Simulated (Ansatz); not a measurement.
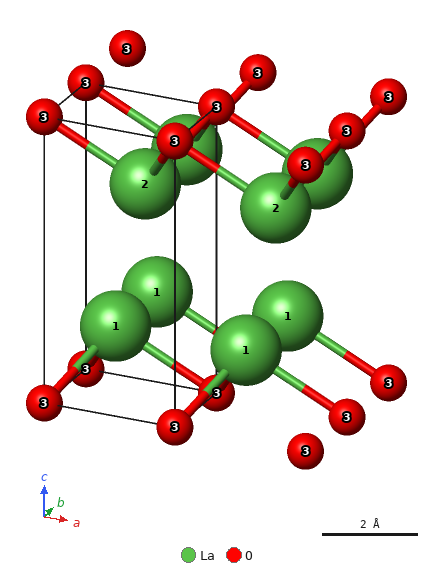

Starting structure of a crystal of La₂O (a generated structure, set up in P-3m1). The picture is a ball-and-stick view of the cell of the calculation, repeated 2 × 2 × 1 with one cell outlined, seen slightly off an axis.

The calculation used Ansatz 0.2.0, DFT PBE, scalar-relativistic, plane waves, PAW.

Input file:
```yaml
crystal:
  lattice:
    - [3.8146888087, 0.0, 0.0]
    - [-1.9073444044, 3.3036174159, 0.0]
    - [0.0, 0.0, 6.1984329035]
  atoms:
    - { symbol: La, position: [0.3333333333, 0.6666666667, 0.2175777737] }
    - { symbol: La, position: [0.6666666667, 0.3333333333, 0.7824222263] }
    - { symbol: O, position: [0.0, 0.0, 0.0] }
basis:
  ecutwfc: 420
kpoints:
  mp_grid: { grid: [15, 15, 8] }
hamiltonian:
  xc: pbe
scf:
  occupations: { method: gaussian, width: 0.1 }
output:
  forces: true
  stress: true
  eigenvalues: true
relax:
  adjacent_minimum: "off"
  f_tol: 0.01
  max_steps: 80
  cell: { stress_tol: 0.05 }
```

Run as
```bash
ansatz run input.yaml --threads 1 --pin off --max-ram 2048MiB --backend cpu --events-out ev --progress --plain --runs-dir out
```

Predict the outcome.

Answer. Over 3 accepted moves (5 points after the start) the energy falls by 0.5 meV per atom. The largest force component goes from 0.031 to 0.0048 eV/Å. The pressure goes from 0.02 to 0.00 GPa. The line search rejected the trial step at point 1 of the run. At 1 point the geometry stayed and the basis and grid were re-selected for the new cell (energy shift of less than 0.05 meV per atom at most each time). No atom moves by more than 0.005 Å relative to the cell. The drawn cell changes as follows: a = b 3.815 → 3.800 Å (−0.4 %), c 6.198 → 6.249 Å (+0.8 %); the volume changes by +0.1 %. Among the contacts that change: La1–La2 3.482 → 3.497 Å. The space group stays P-3m1 (No. 164). Cost: 110 s on 1 thread of Intel(R) Xeon(R) Platinum 8488C (Sapphire Rapids) (shared host), peak memory 0.6 GiB.

Final geometry:

```
CELL_PARAMETERS angstrom
3.80010 0.00000 0.00000
-1.90005 3.29099 0.00000
0.00000 0.00000 6.24950
ATOMIC_POSITIONS crystal
La 0.33333 0.66667 0.21786
La 0.66667 0.33333 0.78214
O 0.00000 0.00000 0.00000
```
